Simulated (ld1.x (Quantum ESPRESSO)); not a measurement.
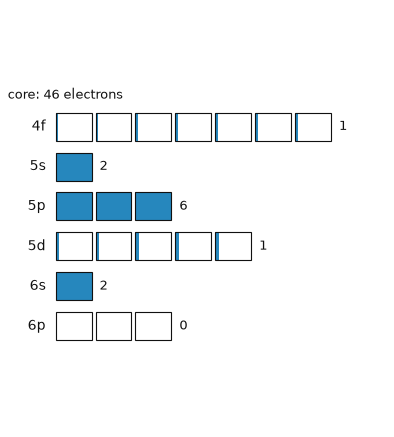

The valence shells of the reference configuration: a box for each of the 2l + 1 orbitals, shaded by the share of the shell that is filled, with the electron count at the right.

# Ce: pseudopotential generation (part 1 of 2)

- system: cerium (Ce, Z = 58), core [Kr] 4d10, reference valence 4f1 5s2 5p6 5d1 6s2 6p0, valence charge 12.
- method: TM semilocal potential, LDA (PZ), scalar-relativistic, made with ld1.x (Quantum ESPRESSO) 7.5

The program's output:
```
     Program LD1 v.7.5
     --------------------------- All-electron run ----------------------------

     Ce
     scalar relativistic calculation

     atomic number is 58.00
     dft =PZ   lsd =0 sic =0 latt =0  beta=0.20 tr2=1.0E-14
     Exchange-correlation= PZ
                           (   1   1   0   0   0   0   0)
     mesh =1255 r(mesh) = 100.94310 a.u. xmin = -7.00 dx = 0.01250
     1 Ry =  13.60569312 eV, c = 137.03599908

     n l     nl                  e(Ry)          e(Ha)          e(eV)
     1 0     1S 1( 2.00)     -2956.8433     -1478.4216    -40229.9022
     2 0     2S 1( 2.00)      -473.5142      -236.7571     -6442.4895
     2 1     2P 1( 6.00)      -424.2900      -212.1450     -5772.7598
     3 0     3S 1( 2.00)      -101.9295       -50.9647     -1386.8211
     3 1     3P 1( 6.00)       -86.2732       -43.1366     -1173.8062
     4 0     4S 1( 2.00)       -20.5960       -10.2980      -280.2223
     4 1     4P 1( 6.00)       -15.4807        -7.7404      -210.6263
     3 2     3D 1(10.00)       -63.9749       -31.9874      -870.4224
     5 0     5S 1( 2.00)        -2.9931        -1.4965       -40.7227
     5 1     5P 1( 6.00)        -1.7124        -0.8562       -23.2990
     4 2     4D 1(10.00)        -8.1169        -4.0585      -110.4361
     4 3     4F 1( 1.00)        -0.4123        -0.2061        -5.6096
     5 2     5D 1( 1.00)        -0.2340        -0.1170        -3.1835
     6 0     6S 1( 2.00)        -0.2856        -0.1428        -3.8859
     6 1     6P 1( 0.00)        -0.1037        -0.0519        -1.4116

     final scf error:  9.7E-15 reached in  29 iterations

     Etot =  -17707.775999 Ry,   -8853.887999 Ha, -240926.566130 eV

     Ekin =   18764.819858 Ry,    9382.409929 Ha,  255308.380501 eV
     Encl =  -42907.120808 Ry,  -21453.560404 Ha, -583781.118502 eV
     Eh   =    6839.715353 Ry,    3419.857677 Ha,   93059.068145 eV
     Exc  =    -405.190403 Ry,    -202.595201 Ha,   -5512.896274 eV

     normalization and overlap integrals

     s(1S/1S) =  1.000000  <r> =   0.0246  <r2> =    0.0008  r(max) =   0.0158
     s(2S/2S) =  1.000000  <r> =   0.1053  <r2> =    0.0131  r(max) =   0.0887
     s(2P/2P) =  1.000000  <r> =   0.0924  <r2> =    0.0104  r(max) =   0.0717
     s(3S/3S) =  1.000000  <r> =   0.2790  <r2> =    0.0889  r(max) =   0.2534
     s(3P/3P) =  1.000000  <r> =   0.2770  <r2> =    0.0889  r(max) =   0.2502
     s(4S/4S) =  1.000000  <r> =   0.6377  <r2> =    0.4589  r(max) =   0.5928
     s(4P/4P) =  1.000000  <r> =   0.6752  <r2> =    0.5185  r(max) =   0.6154
     s(3D/3D) =  1.000000  <r> =   0.2537  <r2> =    0.0759  r(max) =   0.2049
     s(5S/5S) =  1.000000  <r> =   1.5148  <r2> =    2.5796  r(max) =   1.3697
     s(5P/5P) =  1.000000  <r> =   1.7601  <r2> =    3.5154  r(max) =   1.5327
     s(4D/4D) =  1.000000  <r> =   0.7448  <r2> =    0.6434  r(max) =   0.6551
     s(4F/4F) =  1.000000  <r> =   1.1023  <r2> =    1.6174  r(max) =   0.7061
     s(5D/5D) =  1.000000  <r> =   2.9467  <r2> =   10.4843  r(max) =   2.1751
     s(6S/6S) =  1.000000  <r> =   4.2993  <r2> =   20.9289  r(max) =   3.6769
     s(6P/6P) =  1.000000  <r> =   5.8231  <r2> =   38.7733  r(max) =   4.9016

     ------------------------ End of All-electron run ------------------------

     --------------------- Generating NC pseudopotential ---------------------

      Generating local pot.: lloc=0, matching radius rcloc =   1.9800

      Computing core charge for nlcc:

       r > 0.80 : true rho core
      Core charge pseudized with two Bessel functions
      Integrated core pseudo-charge :  28.30

      Wfc   5P  rcut= 1.803  Using Troullier-Martins method

      Wfc   5D  rcut= 1.849  Using Troullier-Martins method

      Wfc   4F  rcut= 0.680  Using Troullier-Martins method

     ------------------- End of pseudopotential generation -------------------

     --------------------------- All-electron run ----------------------------

     Ce
     scalar relativistic calculation

     atomic number is 58.00
     dft =PZ   lsd =0 sic =0 latt =0  beta=0.20 tr2=1.0E-14
     Exchange-correlation= PZ
                           (   1   1   0   0   0   0   0)
     mesh =1255 r(mesh) = 100.94310 a.u. xmin = -7.00 dx = 0.01250
     1 Ry =  13.60569312 eV, c = 137.03599908

     n l     nl                  e(Ry)          e(Ha)          e(eV)
     1 0     1S 1( 2.00)     -2956.8433     -1478.4216    -40229.9022
     2 0     2S 1( 2.00)      -473.5142      -236.7571     -6442.4895
     2 1     2P 1( 6.00)      -424.2900      -212.1450     -5772.7598
     3 0     3S 1( 2.00)      -101.9295       -50.9647     -1386.8211
     3 1     3P 1( 6.00)       -86.2732       -43.1366     -1173.8062
     4 0     4S 1( 2.00)       -20.5960       -10.2980      -280.2223
     4 1     4P 1( 6.00)       -15.4807        -7.7404      -210.6263
     3 2     3D 1(10.00)       -63.9749       -31.9874      -870.4224
     5 0     5S 1( 2.00)        -2.9931        -1.4965       -40.7227
     5 1     5P 1( 6.00)        -1.7124        -0.8562       -23.2990
     4 2     4D 1(10.00)        -8.1169        -4.0585      -110.4361
     4 3     4F 1( 1.00)        -0.4123        -0.2061        -5.6096
     5 2     5D 1( 1.00)        -0.2340        -0.1170        -3.1835
     6 0     6S 1( 2.00)        -0.2856        -0.1428        -3.8859
     6 1     6P 1( 0.00)        -0.1037        -0.0519        -1.4116

     final scf error:  9.7E-15 reached in  29 iterations

     Etot =  -17707.775999 Ry,   -8853.887999 Ha, -240926.566130 eV

     Ekin =   18764.819858 Ry,    9382.409929 Ha,  255308.380501 eV
     Encl =  -42907.120808 Ry,  -21453.560404 Ha, -583781.118502 eV
     Eh   =    6839.715353 Ry,    3419.857677 Ha,   93059.068145 eV
     Exc  =    -405.190403 Ry,    -202.595201 Ha,   -5512.896274 eV

     normalization and overlap integrals

     s(1S/1S) =  1.000000  <r> =   0.0246  <r2> =    0.0008  r(max) =   0.0158
     s(2S/2S) =  1.000000  <r> =   0.1053  <r2> =    0.0131  r(max) =   0.0887
     s(2P/2P) =  1.000000  <r> =   0.0924  <r2> =    0.0104  r(max) =   0.0717
     s(3S/3S) =  1.000000  <r> =   0.2790  <r2> =    0.0889  r(max) =   0.2534
     s(3P/3P) =  1.000000  <r> =   0.2770  <r2> =    0.0889  r(max) =   0.2502
     s(4S/4S) =  1.000000  <r> =   0.6377  <r2> =    0.4589  r(max) =   0.5928
     s(4P/4P) =  1.000000  <r> =   0.6752  <r2> =    0.5185  r(max) =   0.6154
     s(3D/3D) =  1.000000  <r> =   0.2537  <r2> =    0.0759  r(max) =   0.2049
     s(5S/5S) =  1.000000  <r> =   1.5148  <r2> =    2.5796  r(max) =   1.3697
     s(5P/5P) =  1.000000  <r> =   1.7601  <r2> =    3.5154  r(max) =   1.5327
     s(4D/4D) =  1.000000  <r> =   0.7448  <r2> =    0.6434  r(max) =   0.6551
     s(4F/4F) =  1.000000  <r> =   1.1023  <r2> =    1.6174  r(max) =   0.7061
     s(5D/5D) =  1.000000  <r> =   2.9467  <r2> =   10.4843  r(max) =   2.1751
     s(6S/6S) =  1.000000  <r> =   4.2993  <r2> =   20.9289  r(max) =   3.6769
     s(6P/6P) =  1.000000  <r> =   5.8231  <r2> =   38.7733  r(max) =   4.9016

     ------------------------ End of All-electron run ------------------------

     Computing logarithmic derivative in   2.16155

       Warning: n=3, l=1 expected 1 nodes, found 0
       Setting wfc to zero for this iteration
       (This warning will only be printed once per wavefunction)

     Computing logarithmic derivative in   2.16155
     Computing the partial wave expansion
       no projector for channel:   0
     R is outside the sphere for l=    1 j= 0.00
     R is outside the sphere for l=    2 j= 0.00
     R is outside the sphere for l=    3 j= 0.00

     ---------------------- Testing the pseudopotential ----------------------

     Ce
     scalar relativistic calculation

     atomic number is 58.00   valence charge is 12.00
     dft =PZ   lsd =0 sic =0 latt =0  beta=0.20 tr2=1.0E-14
     mesh =1255 r(mesh) = 100.94310 xmin = -7.00 dx = 0.01250

     n l     nl             e AE (Ry)        e PS (Ry)    De AE-PS (Ry)
     4 3     4F   1( 1.00)       -0.41230       -0.41089       -0.00141
     1 0     5S   1( 2.00)       -2.99306       -2.99307        0.00000
     2 1     5P   1( 6.00)       -1.71244       -1.71245        0.00001
     3 2     5D   1( 1.00)       -0.23398       -0.23397       -0.00001
     2 0     6S   1( 2.00)       -0.28561       -0.30450        0.01889  !
     3 1     6P   1( 0.00)       -0.10375       -0.10375        0.00000

     eps = 6.2E-15  iter = 17

     Etot =  -17707.775999 Ry,   -8853.887999 Ha, -240926.566130 eV
     Etotps =  -162.910740 Ry,     -81.455370 Ha,   -2216.513539 eV

     Ekin =      40.968124 Ry,      20.484062 Ha,     557.399725 eV
     Encl =    -147.535122 Ry,     -73.767561 Ha,   -2007.317592 eV
     Ehrt =      63.221373 Ry,      31.610687 Ha,     860.170602 eV
     Ecxc =     -98.147519 Ry,     -49.073760 Ha,   -1335.365029 eV
     (Ecc =     -84.109853 Ry,     -42.054927 Ha,   -1144.372850 eV)
     Epseu=     -21.417596 Ry,     -10.708798 Ha,    -291.401245 eV

     ---------------------- End of pseudopotential test ----------------------
```

Output of the test run (extracts):
```
     ---------------------- Testing the pseudopotential ----------------------

     Ce
     scalar relativistic calculation

     atomic number is 58.00   valence charge is 12.00
     dft =PZ   lsd =0 sic =0 latt =0  beta=0.20 tr2=1.0E-14
     mesh =1255 r(mesh) = 100.94310 xmin = -7.00 dx = 0.01250

     n l     nl             e AE (Ry)        e PS (Ry)    De AE-PS (Ry)
     4 3     4F   1( 1.00)       -0.41230       -0.41089       -0.00141
     1 0     5S   1( 2.00)       -2.99306       -2.99307        0.00000
     2 1     5P   1( 6.00)       -1.71244       -1.71245        0.00001
     3 2     5D   1( 1.00)       -0.23398       -0.23397       -0.00001
     2 0     6S   1( 2.00)       -0.28561       -0.30450        0.01889  !
     3 1     6P   1( 0.00)       -0.10375       -0.10375        0.00000

     eps = 7.4E-15  iter = 20

     Etot =  -17707.775999 Ry,   -8853.887999 Ha, -240926.566130 eV
     Etotps =  -162.910738 Ry,     -81.455369 Ha,   -2216.513505 eV

     Ekin =      40.829735 Ry,      20.414868 Ha,     555.516846 eV
     Encl =    -147.535121 Ry,     -73.767561 Ha,   -2007.317583 eV
     Ehrt =      63.221373 Ry,      31.610686 Ha,     860.170594 eV
     Ecxc =     -98.147519 Ry,     -49.073760 Ha,   -1335.365027 eV
     (Ecc =     -84.109853 Ry,     -42.054927 Ha,   -1144.372850 eV)
     Epseu=     -21.279205 Ry,     -10.639603 Ha,    -289.518334 eV

     ---------------------- End of pseudopotential test ----------------------

     ---------------------- Testing the pseudopotential ----------------------

     Ce
     scalar relativistic calculation

     atomic number is 58.00   valence charge is 12.00
     dft =PZ   lsd =0 sic =0 latt =0  beta=0.20 tr2=1.0E-14
     mesh =1255 r(mesh) = 100.94310 xmin = -7.00 dx = 0.01250

     n l     nl             e AE (Ry)        e PS (Ry)    De AE-PS (Ry)
     4 3     4F   1( 1.00)       -0.85206       -0.88071        0.02865  !
     1 0     5S   1( 2.00)       -3.43255       -3.45735        0.02479  !
     2 1     5P   1( 6.00)       -2.15005       -2.17294        0.02289  !
     3 2     5D   1( 1.00)       -0.64338       -0.66508        0.02170  !
     2 0     6S   1( 1.00)       -0.64334       -0.69307        0.04973  !
     3 1     6P   1( 0.00)       -0.41272       -0.41272        0.00000

     eps = 8.8E-15  iter = 12

     Etot =  -17707.315125 Ry,   -8853.657562 Ha, -240920.295617 eV
     Etotps =  -162.416417 Ry,     -81.208209 Ha,   -2209.787931 eV
     dEtot_ae =       0.460874 Ry
     dEtot_ps =       0.494321 Ry,   Delta E=      -0.033446 Ry

     Ekin =      40.843620 Ry,      20.421810 Ha,     555.705766 eV
     Encl =    -142.083115 Ry,     -71.041558 Ha,   -1933.139261 eV
     Ehrt =      57.990031 Ry,      28.995016 Ha,     788.994570 eV
     Ecxc =     -97.735571 Ry,     -48.867786 Ha,   -1329.760189 eV
     (Ecc =     -84.109853 Ry,     -42.054927 Ha,   -1144.372850 eV)
     Epseu=     -21.431383 Ry,     -10.715691 Ha,    -291.588817 eV

     ---------------------- End of pseudopotential test ----------------------

     ---------------------- Testing the pseudopotential ----------------------

     Ce
     scalar relativistic calculation

     atomic number is 58.00   valence charge is 12.00
     dft =PZ   lsd =0 sic =0 latt =0  beta=0.20 tr2=1.0E-14
     mesh =1255 r(mesh) = 100.94310 xmin = -7.00 dx = 0.01250

     n l     nl             e AE (Ry)        e PS (Ry)    De AE-PS (Ry)
     4 3     4F   1( 1.00)       -1.36104       -1.42869        0.06765  !
     1 0     5S   1( 2.00)       -3.94017       -3.99470        0.05453  !
     2 1     5P   1( 6.00)       -2.65311       -2.70286        0.04974  !
     3 2     5D   1( 1.00)       -1.10481       -1.15588        0.05107  !
     2 0     6S   1( 0.00)       -1.02373       -1.12785        0.10412  !
     3 1     6P   1( 0.00)       -0.74112       -0.22234       -0.51879  !

     eps = 2.2E-15  iter = 10

     Etot =  -17706.481184 Ry,   -8853.240592 Ha, -240908.949275 eV
     Etotps =  -161.509283 Ry,     -80.754641 Ha,   -2197.445739 eV
     dEtot_ae =       1.294815 Ry
     dEtot_ps =       1.401455 Ry,   Delta E=      -0.106640 Ry

     Ekin =      40.792703 Ry,      20.396352 Ha,     555.013001 eV
     Encl =    -135.784369 Ry,     -67.892185 Ha,   -1847.440461 eV
     Ehrt =      52.421943 Ry,      26.210972 Ha,     713.236875 eV
     Ecxc =     -97.254960 Ry,     -48.627480 Ha,   -1323.221138 eV
     (Ecc =     -84.109853 Ry,     -42.054927 Ha,   -1144.372850 eV)
     Epseu=     -21.684600 Ry,     -10.842300 Ha,    -295.034016 eV

     ---------------------- End of pseudopotential test ----------------------

     ---------------------- Testing the pseudopotential ----------------------

     Ce
     scalar relativistic calculation

     atomic number is 58.00   valence charge is 12.00
     dft =PZ   lsd =0 sic =0 latt =0  beta=0.20 tr2=1.0E-14
     mesh =1255 r(mesh) = 100.94310 xmin = -7.00 dx = 0.01250

     n l     nl             e AE (Ry)        e PS (Ry)    De AE-PS (Ry)
     4 3     4F   1( 1.00)       -2.13017       -2.19063        0.06046  !
     1 0     5S   1( 2.00)       -4.69669       -4.74990        0.05321  !
     2 1     5P   1( 6.00)       -3.38786       -3.43857        0.05070  !
     3 2     5D   1( 0.00)       -1.74963       -1.80972        0.06009  !
     2 0     6S   1( 0.00)       -1.52086       -1.67291        0.15205  !
     3 1     6P   1( 0.00)       -1.17319       -0.35196       -0.82124  !

     eps = 9.0E-17  iter =  9

     Etot =  -17705.059867 Ry,   -8852.529934 Ha, -240889.611277 eV
     Etotps =  -160.032358 Ry,     -80.016179 Ha,   -2177.351150 eV
     dEtot_ae =       2.716132 Ry
     dEtot_ps =       2.878380 Ry,   Delta E=      -0.162248 Ry

     Ekin =      39.749928 Ry,      19.874964 Ha,     540.825325 eV
     Encl =    -126.260140 Ry,     -63.130070 Ha,   -1717.856718 eV
     Ehrt =      45.239818 Ry,      22.619909 Ha,     615.519083 eV
     Ecxc =     -96.583206 Ry,     -48.291603 Ha,   -1314.081455 eV
     (Ecc =     -84.109853 Ry,     -42.054927 Ha,   -1144.372850 eV)
     Epseu=     -22.178759 Ry,     -11.089379 Ha,    -301.757385 eV

     ---------------------- End of pseudopotential test ----------------------

     ---------------------- Testing the pseudopotential ----------------------

     Ce
     scalar relativistic calculation

     atomic number is 58.00   valence charge is 12.00
     dft =PZ   lsd =0 sic =0 latt =0  beta=0.20 tr2=1.0E-14
     mesh =1255 r(mesh) = 100.94310 xmin = -7.00 dx = 0.01250

     n l     nl             e AE (Ry)        e PS (Ry)    De AE-PS (Ry)
     4 3     4F   1( 2.00)       -0.47942       -0.48437        0.00494
     1 0     5S   1( 2.00)       -3.19342       -3.22371        0.03029  !
     2 1     5P   1( 6.00)       -1.95910       -1.99914        0.04004  !
     3 2     5D   1( 0.00)       -0.55449       -0.59005        0.03555  !
     2 0     6S   1( 1.00)       -0.60295       -0.64918        0.04622  !
     3 1     6P   1( 0.00)       -0.38895       -0.38895        0.00000

     eps = 5.5E-15  iter = 11

     Etot =  -17707.376261 Ry,   -8853.688131 Ha, -240921.127426 eV
     Etotps =  -162.458426 Ry,     -81.229213 Ha,   -2210.359492 eV
     dEtot_ae =       0.399737 Ry
     dEtot_ps =       0.452312 Ry,   Delta E=      -0.052574 Ry

     Ekin =      56.178910 Ry,      28.089455 Ha,     764.353005 eV
     Encl =    -143.330854 Ry,     -71.665427 Ha,   -1950.115608 eV
     Ehrt =      60.143678 Ry,      30.071839 Ha,     818.296428 eV
     Ecxc =     -98.722421 Ry,     -49.361210 Ha,   -1343.186962 eV
     (Ecc =     -84.109853 Ry,     -42.054927 Ha,   -1144.372850 eV)
     Epseu=     -36.727740 Ry,     -18.363870 Ha,    -499.706355 eV

     ---------------------- End of pseudopotential test ----------------------

     ---------------------- Testing the pseudopotential ----------------------

     Ce
     scalar relativistic calculation

     atomic number is 58.00   valence charge is 12.00
     dft =PZ   lsd =0 sic =0 latt =0  beta=0.20 tr2=1.0E-14
     mesh =1255 r(mesh) = 100.94310 xmin = -7.00 dx = 0.01250

     n l     nl             e AE (Ry)        e PS (Ry)    De AE-PS (Ry)
     4 3     4F   1( 2.00)       -0.35601       -0.38591        0.02990  !
     1 0     5S   1( 2.00)       -3.06326       -3.11031        0.04706  !
     2 1     5P   1( 6.00)       -1.83645       -1.89002        0.05357  !
     3 2     5D   1( 1.00)       -0.46689       -0.51604        0.04915  !
     2 0     6S   1( 0.00)       -0.54011       -0.20656       -0.33355  !
     3 1     6P   1( 0.00)       -0.33834       -0.33834        0.00000

     eps = 9.0E-15  iter = 16

     Etot =  -17707.314583 Ry,   -8853.657291 Ha, -240920.288244 eV
     Etotps =  -162.384306 Ry,     -81.192153 Ha,   -2209.351034 eV
     dEtot_ae =       0.461416 Ry
     dEtot_ps =       0.526432 Ry,   Delta E=      -0.065016 Ry

     Ekin =      56.382444 Ry,      28.191222 Ha,     767.122232 eV
     Encl =    -145.076350 Ry,     -72.538175 Ha,   -1973.864298 eV
     Ehrt =      61.356105 Ry,      30.678053 Ha,     834.792340 eV
     Ecxc =     -98.797373 Ry,     -49.398686 Ha,   -1344.206733 eV
     (Ecc =     -84.109853 Ry,     -42.054927 Ha,   -1144.372850 eV)
     Epseu=     -36.249133 Ry,     -18.124566 Ha,    -493.194576 eV

     ---------------------- End of pseudopotential test ----------------------

     ---------------------- Testing the pseudopotential ----------------------

     Ce
     scalar relativistic calculation

     atomic number is 58.00   valence charge is 12.00
     dft =PZ   lsd =0 sic =0 latt =0  beta=0.20 tr2=1.0E-14
     mesh =1255 r(mesh) = 100.94310 xmin = -7.00 dx = 0.01250

     n l     nl             e AE (Ry)        e PS (Ry)    De AE-PS (Ry)
     4 3     4F   1( 1.00)       -0.49586       -1.25341        0.75755  !
     1 0     5S   1( 2.00)       -3.07676       -3.82161        0.74485  !
     2 1     5P   1( 6.00)       -1.79474       -2.53097        0.73622  !
     3 2     5D   1( 1.00)       -0.30127       -0.98812        0.68685  !
     2 0     6S   1( 1.00)       -0.33354       -0.08312       -0.25042  !
     3 1     6P   1( 1.00)       -0.14240       -0.03234       -0.11006  !

     eps = 9.0E-15  iter = 34

     Etot =  -17707.589798 Ry,   -8853.794899 Ha, -240924.032733 eV
     Etotps =  -161.666601 Ry,     -80.833301 Ha,   -2199.586167 eV
     dEtot_ae =       0.186201 Ry
     dEtot_ps =       1.244136 Ry,   Delta E=      -1.057935 Ry

     Ekin =      40.971951 Ry,      20.485976 Ha,     557.451793 eV
     Encl =    -137.835756 Ry,     -68.917878 Ha,   -1875.350991 eV
     Ehrt =      54.205282 Ry,      27.102641 Ha,     737.500437 eV
     Ecxc =     -97.365304 Ry,     -48.682652 Ha,   -1324.722454 eV
     (Ecc =     -84.109853 Ry,     -42.054927 Ha,   -1144.372850 eV)
     Epseu=     -21.642775 Ry,     -10.821387 Ha,    -294.464952 eV

     ---------------------- End of pseudopotential test ----------------------
```

(Continued in part 2.) Outcome of the run: generated; the pseudo-atom misses its reference levels by up to 0.26 eV (6s, which has no pseudo-wave of its own); ld1.x warns of wrong node counts.
